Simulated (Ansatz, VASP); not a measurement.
# Cross-check of P (black phosphorene) between VASP and Ansatz, part 2 of 2

One calculation is typed for both programs; each brings its own data sets. How far apart do they land? Of the first pair: The structure shown is the end of the VASP relaxation below. Valence electrons are named where the data sets of a main pair hold unlike numbers.

VASP 6.6.1 and Ansatz 0.2.0.

So far: Set-up; VASP: relaxation, PBE with D3(BJ); Ansatz: single point, PBE with D3(BJ); Comparison; What the set-up changes.

**6. Ansatz: band structure, PBE with D3(BJ), spin-orbit coupling**

Level of this step: Ansatz beside VASP: Kohn-Sham DFT, plane waves, PBE with D3(BJ), spin-orbit coupling (Ansatz).

The same path points are solved in both programs, so levels can be compared one by one.

The input, input.yaml:

```yaml
crystal:
  lattice:
    - [4.390533244, 0.0, 0.0]
    - [0.0, 3.2585849318, 0.0]
    - [0.0, 0.0, 22.0]
  atoms:
    - { symbol: P, position: [0.0805848271, 0.0, 0.4517032559] }
    - { symbol: P, position: [0.4194151729, 0.5, 0.4517032559] }
    - { symbol: P, position: [0.5805848271, 0.5, 0.5482967441] }
    - { symbol: P, position: [0.9194151729, 0.0, 0.5482967441] }
hamiltonian:
  xc: pbe
  pseudopotentials: { kind: paw_fr }
  dispersion: d3bj
magnetization:
  noncollinear: true
  spin_orbit: true
kpoints:
  mp_grid: { grid: [7, 9, 1] }
  band_path:
    path:
      - [0.0, 0.0, 0.0]
      - [-0.07692, 0.0, 0.0]
      - [-0.15385, 0.0, 0.0]
      - [-0.26923, 0.0, 0.0]
      - [-0.34615, 0.0, 0.0]
      - [-0.42308, 0.0, 0.0]
      - [-0.5, 0.0, 0.0]
      - [-0.5, -0.07692, 0.0]
      - [-0.5, -0.19231, 0.0]
      - [-0.5, -0.26923, 0.0]
      - [-0.5, -0.34615, 0.0]
      - [-0.5, -0.46154, 0.0]
      - [-0.5, -0.5, 0.0]
      - [-0.42308, -0.5, 0.0]
      - [-0.30769, -0.5, 0.0]
      - [-0.23077, -0.5, 0.0]
      - [-0.11538, -0.5, 0.0]
      - [-0.03846, -0.5, 0.0]
      - [0.0, -0.5, 0.0]
      - [0.0, -0.38462, 0.0]
      - [0.0, -0.30769, 0.0]
      - [0.0, -0.23077, 0.0]
      - [0.0, -0.11538, 0.0]
      - [0.0, -0.03846, 0.0]
      - [-0.03846, -0.03846, 0.0]
      - [-0.11538, -0.11538, 0.0]
      - [-0.19231, -0.19231, 0.0]
      - [-0.30769, -0.30769, 0.0]
      - [-0.38462, -0.38462, 0.0]
      - [-0.5, -0.5, 0.0]
    npoints: 1
scf:
  occupations: { method: gaussian, width: 0.03 }
  n_extra_bands: 16
efield:
  axis: 3
  dipole_correction: true
  ramp_width: 0.04
output:
  forces: true
  eigenvalues: true
```

Launch:

```console
$ ansatz run input.yaml --threads 2 --pin off --max-ram 4608MiB --backend cpu --events-out ev --progress --plain --runs-dir out
```

Numbers of over 12 decimals in the logs are rounded to 6 here.

The log of the run:

```text
[...]
non-collinear run that drives no moment, with spin-orbit: no starting moment large enough to seed its density (crystal.atoms[].spin), no starting occupations that ask for one, no magnetisation constraint and no magnetic field, so the semilocal B_xc is pinned to zero
Crystal: 4 atoms, lattice volume = 314.752 Å³
[...]
k-point 1: bands = [... 16 lower, -3.9007, -3.9007, -1.9941, -1.9941, -1.2006, -1.2006, 0.8124, 0.8124, ... 12 higher]
  k-point 2: bands = [... 16 lower, -3.7472, -3.7472, -2.2941, -2.2941, -0.7664, -0.7664, -0.4790, -0.4790, ... 12 higher]
  k-point 19: bands = [... 16 lower, -3.5168, -3.5168, -3.2774, -3.2774, 0.3711, 0.3711, 0.6927, 0.6927, ... 12 higher]
[key lines of the parts left out:]
SCF converged after 9 iterations
Magnetization: |M| = 0.0000 μB,  M = (+0.0000, +0.0000, +0.0000) μB
Free energy (F): -3023.625837 eV
Fermi energy:    -1.658224 eV
Dipole field:    D = 0.000032 V/Å  (p = 0.000056 e·Å, saw-weighted, corrected)
Work function:   Φ+ = 4.5589 eV   Φ− = 4.5596 eV
```

Elapsed: 2 min, on 2 threads of Arm Neoverse N1, shared host; peak memory 1 GiB; 3.9 min of CPU time.

**7. VASP: band structure, PBE with D3(BJ), spin-orbit coupling**

The same cell, functional, mesh and smearing now go to VASP, with its own data sets.

The input, INCAR:

```
SYSTEM = P
PREC = Normal
ENCUT = 350
EDIFF = 1E-06
NELM = 120
ISMEAR = 0
SIGMA = 0.03
LREAL = .FALSE.
ALGO = Fast
GGA = PE
IVDW = 12
LNONCOLLINEAR = .TRUE.
MAGMOM = 0 0 0 0 0 0 0 0 0 0 0 0
NBANDS = 32
GGA_COMPAT = .FALSE.
LASPH = .TRUE.
LSORBIT = .TRUE.
LWAVE = .FALSE.
LCHARG = .FALSE.
KPAR = 4
IDIPOL = 3
LDIPOL = .TRUE.
DIPOL = 0.5 0.5 0.5
LVHAR = .TRUE.
LVACPOTAV = .TRUE.
```

The input, POSCAR:

```
P
1.0
    4.3905332440      0.0000000000      0.0000000000
    0.0000000000      3.2585849318      0.0000000000
    0.0000000000      0.0000000000     22.0000000000
P
4
Direct
    0.0805848271      0.0000000000      0.4517032559
    0.4194151729      0.5000000000      0.4517032559
    0.5805848271      0.5000000000      0.5482967441
    0.9194151729      0.0000000000      0.5482967441
```

The input, KPOINTS:

```
Automatic mesh
0
Gamma
7 9 1
0 0 0
```

The input, KPOINTS_OPT:

```
Line mode
14
Line-mode
Reciprocal
  0.00000000   0.00000000   0.00000000 GAMMA
 -0.50000000   0.00000000   0.00000000 X

 -0.50000000   0.00000000   0.00000000 X
 -0.50000000  -0.50000000   0.00000000 S

 -0.50000000  -0.50000000   0.00000000 S
  0.00000000  -0.50000000   0.00000000 Y

  0.00000000  -0.50000000   0.00000000 Y
  0.00000000   0.00000000   0.00000000 GAMMA

  0.00000000   0.00000000   0.00000000 GAMMA
 -0.50000000  -0.50000000   0.00000000 S
```

The projector-augmented-wave data sets are P (PBE family, release 64).

Launch:

```console
$ mpirun -np 4 vasp_ncl
```

The log of the run:

```text
[... set-up lines as in an earlier step ...]
 entering main loop
       N       E                     dE             d eps       ncg     rms          rms(c)
DAV:   1     0.122784342958E+03    0.12278E+03   -0.51356E+03  1304   0.646E+02
DAV:   2    -0.521918718481E+01   -0.12800E+03   -0.12193E+03  1960   0.156E+02
DAV:   3    -0.211813236397E+02   -0.15962E+02   -0.15843E+02  1608   0.605E+01
DAV:   4    -0.216287945114E+02   -0.44747E+00   -0.44570E+00  1840   0.126E+01
[...]
RMM:  20    -0.214145500321E+02   -0.11945E-05   -0.77052E-08   772   0.150E-03    0.715E-04
RMM:  21    -0.214145524695E+02   -0.24374E-05   -0.91675E-08   856   0.138E-03    0.205E-04
RMM:  22    -0.214145527064E+02   -0.23688E-06   -0.15176E-08   524   0.951E-04
 -----------------------------------------------------------------------------
|                                                                             |
|           W    W    AA    RRRRR   N    N  II  N    N   GGGG   !!!           |
|           W    W   A  A   R    R  NN   N  II  NN   N  G    G  !!!           |
[...]
1 F= -.22428012E+02 E0= -.22428012E+02  d E =-.100657E-19  mag=     0.0000    -0.0000     0.0000
 Start KPOINTS_OPT (optional k-point list driver)
k-point batch [1-20\70]
       N       E                     dE             ncg
DAV:   1    -0.757570737729E+03   -0.46796E+04     1296
DAV:   2    -0.294384209532E+04   -0.21863E+04     2032
DAV:   3    -0.325717114232E+04   -0.31333E+03     1688
DAV:   4    -0.326594943303E+04   -0.87783E+01     1928
DAV:   5    -0.326613254493E+04   -0.18311E+00     1840
DAV:   6    -0.326613664444E+04   -0.40995E-02     1800
DAV:   7    -0.326613678805E+04   -0.14362E-03     1840
DAV:   8    -0.326613679368E+04   -0.56259E-05     1672
DAV:   9    -0.326613679396E+04   -0.27934E-06     1288
[...]
k-point batch [61-70\70]
       N       E                     dE             ncg
DAV:   1     0.398754335153E+02   -0.45453E+04      640
DAV:   2    -0.126672674322E+04   -0.13066E+04      960
DAV:   3    -0.142043880029E+04   -0.15371E+03      784
DAV:   4    -0.142480273942E+04   -0.43639E+01      928
DAV:   5    -0.142489045847E+04   -0.87719E-01      872
DAV:   6    -0.142489311956E+04   -0.26611E-02      928
DAV:   7    -0.142489324008E+04   -0.12053E-03      872
DAV:   8    -0.142489324721E+04   -0.71274E-05      856
DAV:   9    -0.142489324753E+04   -0.32182E-06      608
```

OUTCAR, selected parts (step 7):

```text
 Edisp (eV)   -1.01346

  Total       0.48312     1.27583     0.00461     0.00000     0.00000     0.00000
  in kB       2.45920     6.49432     0.02348     0.00000     0.00000     0.00000
  external pressure =        2.99 kB  Pullay stress =        0.00 kB

 POSITION                                       TOTAL-FORCE (eV/Angst)
 -----------------------------------------------------------------------------------
      0.35381      0.00000      9.93747         0.002372     -0.000000     -0.009836
      1.84146      1.62929      9.93747        -0.002372      0.000000     -0.009836
      2.54908      1.62929     12.06253         0.002372      0.000000      0.009836
      4.03672      0.00000     12.06253        -0.002372      0.000000      0.009836
 -----------------------------------------------------------------------------------
    total drift:                                0.000000     -0.000000      0.000000

  FREE ENERGIE OF THE ION-ELECTRON SYSTEM (eV)
  ---------------------------------------------------
  free  energy   TOTEN  =       -22.4280116852 eV

  energy  without entropy=      -22.4280116852  energy(sigma->0) =      -22.42801169

[... 1 part as in an earlier step ...]

[... 2 further parts left out ...]
[key lines of the parts left out:]
E-fermi :  -2.0381
```

**8. Differences**

What differs besides the data sets and the points named for the pairs above, as far as they apply: spin-orbit coupling enters by fully relativistic files in Ansatz and inside the spheres in VASP. Total energies have different zeros and are not compared.

The two programs side by side:

| quantity | Ansatz | VASP | difference |
| --- | --- | --- | --- |
| gap over the path points (eV) | 0.617 | 0.634 | -0.017 |

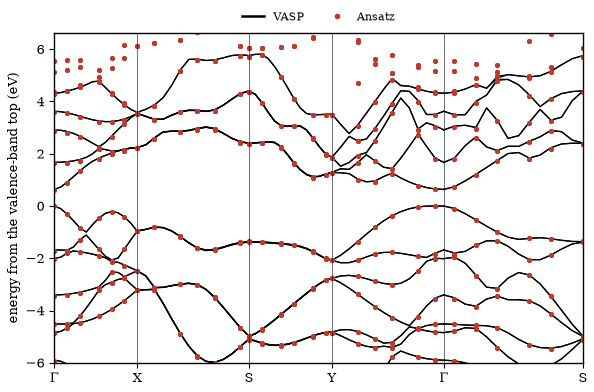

Bands from VASP (lines) and levels from Ansatz (dots). Dots without a line are higher empty bands that the VASP plot leaves out.

Levels at points of the path, from each program's valence-band top (eV; 8 filled, then empty):

| k (reciprocal lattice) | Ansatz | VASP |
| --- | --- | --- |
| 0.000 0.000 0.000 | -3.43 -3.43 -2.02 -2.02 -1.71 -1.71 0.00 0.00 0.62 0.62 1.63 1.63 2.86 2.86 | -3.40 -3.40 -2.01 -2.01 -1.68 -1.68 0.00 0.00 0.63 0.63 1.67 1.67 2.91 2.91 |
| -0.077 0.000 0.000 | -3.40 -3.40 -1.81 -1.81 -1.72 -1.72 -0.32 -0.32 0.89 0.89 1.66 1.66 2.80 2.80 | -3.38 -3.38 -1.81 -1.81 -1.70 -1.70 -0.31 -0.31 0.91 0.91 1.69 1.69 2.85 2.85 |
| -0.154 0.000 0.000 | -3.33 -3.33 -1.78 -1.78 -1.30 -1.30 -0.84 -0.84 1.33 1.33 1.74 1.74 2.63 2.63 | -3.30 -3.30 -1.75 -1.75 -1.29 -1.29 -0.83 -0.83 1.34 1.34 1.78 1.78 2.67 2.67 |
| -0.269 0.000 0.000 | -3.12 -3.12 -1.93 -1.93 -1.67 -1.67 -0.46 -0.46 1.81 1.81 2.16 2.16 2.22 2.22 | -3.10 -3.10 -1.91 -1.91 -1.66 -1.66 -0.46 -0.46 1.83 1.83 2.19 2.19 2.27 2.27 |
| -0.346 0.000 0.000 | -2.54 -2.54 -2.13 -2.13 -2.09 -2.09 -0.21 -0.21 2.00 2.00 2.06 2.06 2.65 2.65 | -2.53 -2.53 -2.13 -2.13 -2.06 -2.06 -0.21 -0.21 2.02 2.02 2.10 2.10 2.68 2.68 |
| -0.423 0.000 0.000 | -2.73 -2.73 -2.29 -2.29 -1.66 -1.66 -0.43 -0.43 2.12 2.12 2.15 2.15 3.14 3.14 | -2.70 -2.70 -2.26 -2.26 -1.65 -1.65 -0.42 -0.42 2.16 2.16 2.18 2.18 3.16 3.16 |
| -0.500 0.000 0.000 | -2.51 -2.51 -2.51 -2.51 -0.97 -0.97 -0.97 -0.97 2.20 2.20 2.20 2.20 3.52 3.52 | -2.48 -2.48 -2.48 -2.48 -0.96 -0.96 -0.96 -0.96 2.23 2.23 2.23 2.23 3.54 3.54 |
| -0.500 -0.077 0.000 | -3.15 -3.15 -3.13 -3.13 -0.82 -0.82 -0.82 -0.82 2.57 2.57 2.58 2.58 3.29 3.29 | -3.13 -3.13 -3.12 -3.12 -0.81 -0.81 -0.81 -0.81 2.60 2.60 2.61 2.61 3.31 3.31 |
| -0.500 -0.192 0.000 | -3.00 -3.00 -2.99 -2.99 -1.17 -1.17 -1.17 -1.17 2.82 2.82 2.83 2.83 3.58 3.58 | -2.99 -2.99 -2.99 -2.99 -1.17 -1.17 -1.17 -1.17 2.85 2.85 2.86 2.86 3.59 3.59 |
| -0.500 -0.269 0.000 | -3.02 -3.02 -3.01 -3.01 -1.62 -1.62 -1.60 -1.60 2.92 2.92 2.94 2.94 3.63 3.63 | -3.02 -3.02 -3.00 -3.00 -1.62 -1.62 -1.60 -1.60 2.96 2.96 2.97 2.97 3.65 3.65 |

At this near-relaxed geometry the largest component of a force difference is 36 meV/Å. Among the levels compared at these points, filled levels agree within 28 meV and empty ones within 48 meV. With vacuum in the cell, a pressure given here is an average over mostly empty space and none of the material.

**9. Other set-ups**

Further runs change the set-up of one program: Ansatz's method, potentials or start, or VASP's data sets, cutoff or form of LDA. The table gives Ansatz less VASP for each quantity, since a change that brings one quantity closer may part another.

| run | r.m.s. force difference (meV/Å) | gap over the path points (eV) |
| --- | --- | --- |
| as above | 29 | -0.017 |
| Ansatz's larger PAW set (cutoff 510 eV) | 27 | -0.011 |
| norm-conserving potentials (cutoff 599 eV) | 38 | -0.018 |

**10. What came out**

- r.m.s. force difference (single point, PBE with D3(BJ)): 28 meV/Å
- r.m.s. force difference (band structure, PBE with D3(BJ), spin-orbit coupling): 29 meV/Å

What this shows: The r.m.s. force difference is 29 meV/Å (band structure, PBE with D3(BJ), spin-orbit coupling), beyond the 12 meV/Å picked in this series as the mark of a large difference. Single point, PBE with D3(BJ), Ansatz's larger PAW set (cutoff 510 eV): the difference in gap on the k mesh goes from -0.0080 to -0.0023 eV. Band structure, PBE with D3(BJ), spin-orbit coupling, Ansatz's larger PAW set (cutoff 510 eV): the difference in gap over the path points goes from -0.017 to -0.011 eV. Band structure, PBE with D3(BJ), spin-orbit coupling, norm-conserving potentials (cutoff 599 eV): r.m.s. force difference goes from 29 to 38 meV/Å. How closely two codes agree says nothing of how well the functional describes the real material.

[Lines on the potential files, build, host, timing and source positions are cut from VASP's logs without a mark.]

[Logs are printed without paths, hosts, clocks, repeated set-up lines and the standing remarks that a program may print on its own settings, such as how far it seeks lower states.]

[Hosts, paths, dates, database ids (printed as entryN), source tags and the programs' standing remarks are cut or masked in the printed files.]
